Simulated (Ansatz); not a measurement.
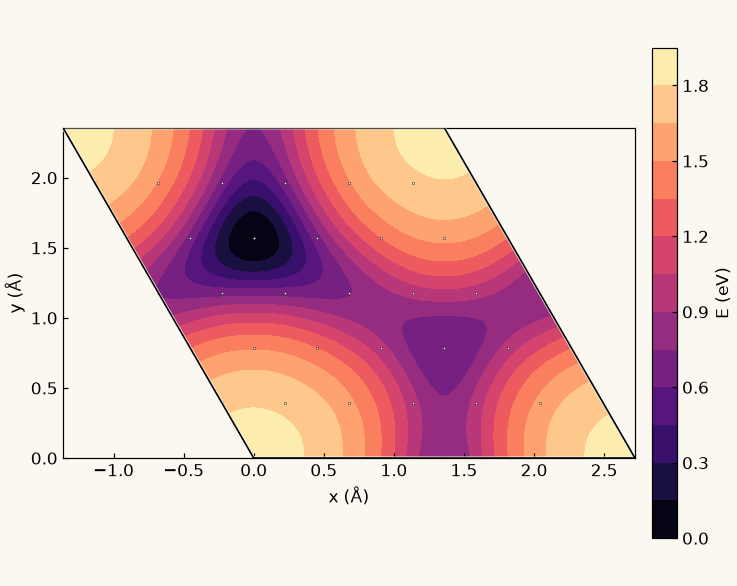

Energy landscape of N on a Ru(001) slab cut from the P6_3/mmc phase, its upper half relaxed before the scan (16 atoms of substrate and one adsorbate in a 2 × 2 cell). N is moved over the surface cell; relaxed at each place: the height of the adsorbate's atoms; substrate rigid; the origin of the map has the adsorbate above Ru13. Places are given modulo a cell vector. The map is drawn in real space over the plane of the surface. Grid: 6 × 6 points; 10 points were computed and 26 follow by symmetry. Places are given in fractions of the 1 × 1 surface cell. All energies are given in eV relative to the lowest grid point. Computed with Ansatz 0.2.0, DFT PBE, scalar-relativistic, plane waves, PAW. Settings: cutoff 420 eV, k-mesh 6×6×1, gaussian smearing 0.1 eV, no spin polarisation.

In the figure: filled contours, dots at the grid points, the outline of one cell of the plane. Between grid points the surface is interpolated. 

Summarise what can be read from the map.

Answer. The lowest grid point is at a threefold hollow over a second-layer Ru atom, (2/6, 4/6) of the cell vectors. A higher local minimum lies near a threefold hollow, (4/6, 2/6) of the cell vectors (0.60 eV above the lowest at that grid point). The highest grid point, the top site over a surface Ru atom, (0/6, 0/6) of the cell vectors, lies 1.85 eV above the lowest. On the interpolated surface the easiest way out of the lowest well to the well at a threefold hollow, (4/6, 2/6) of the cell vectors passes a barrier of about 0.8 eV. At the lowest point the adsorbate has 3 Ru at 1.92 Å as nearest neighbours, at the highest 1 Ru at 1.69 Å. Its relaxed height above the top atom is 1.10 Å at the lowest and 1.69 Å at the highest point.

Time for the 10 points that were run: 10 min on 8 threads of Arm Neoverse V2, with other jobs on the host.

PAW datasets: the set soft_1.
